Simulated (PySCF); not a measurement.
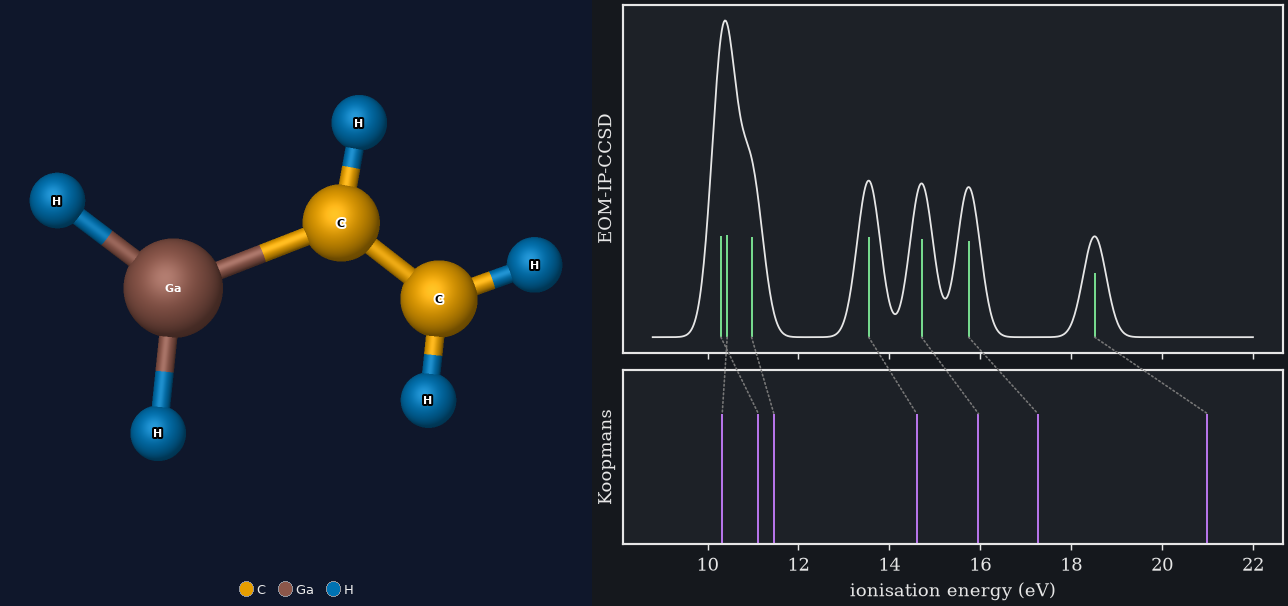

Valence photoelectron lines of C₂H₅Ga, SMILES C=[CH][GaH2], singlet: vertical EOM-IP-CCSD/aug-cc-pVDZ (frozen core, PySCF 2.14.0, at a PBE0-D3(BJ)/def2-SVP geometry (no frequency check); 7 lines, one for each of the 7 highest orbitals, so a line of a deeper orbital can be missing among them) above, Hartree-Fock orbital energies with the sign turned below, non-relativistic; dotted lines join each line to its leading orbital. Stick heights are one-hole weights (summed over degenerate lines), not cross-sections; Gaussian width 0.60 eV.

Question: What is the first vertical ionisation energy, and how far is Koopmans' value off?

Answer: 10.29 eV from the HOMO−1; Koopmans gives 11.12 eV, 0.83 eV too high.

Question: Do correlation and relaxation change the order of the lines?

Answer: Only among lines under 0.15 eV apart or orbitals under 0.1 eV apart: the order is HOMO−1, HOMO, HOMO−2, HOMO−3, HOMO−4, HOMO−5, HOMO−6. Lines with a one-hole weight under 0.8 mix with shake-up states.

Known limits of this run: small basis, so the lines can lie some tenths of an eV too low.
